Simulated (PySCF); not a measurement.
Vertical excitations of a molecule C2H7ClSi from TDA-PBE/def2-SVPD (PySCF 2.14.0), as energy in eV (oscillator strength): 6.57 (0.006), 6.83 (0.012), 7.08 (0.020), 7.24 (0.003), 7.62 (0.008), 7.77 (0.016), 7.85 (0.000), 7.91 (0.031), 7.92 (0.017), 8.04 (0.023). Lowest triplet (TDA): 6.28 eV. Geometry: B3LYP-D3(BJ)/def2-SVP. One conformer was computed; it need not be the lowest.

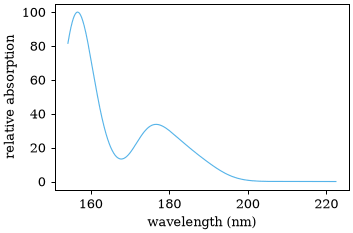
Figure: The lines broadened by 0.4 eV.

Identify the compound among the candidates.
A. C[SiH](C)Cl
B. [SiH3]CCCl
C. CC[SiH2]Cl

C, CC[SiH2]Cl
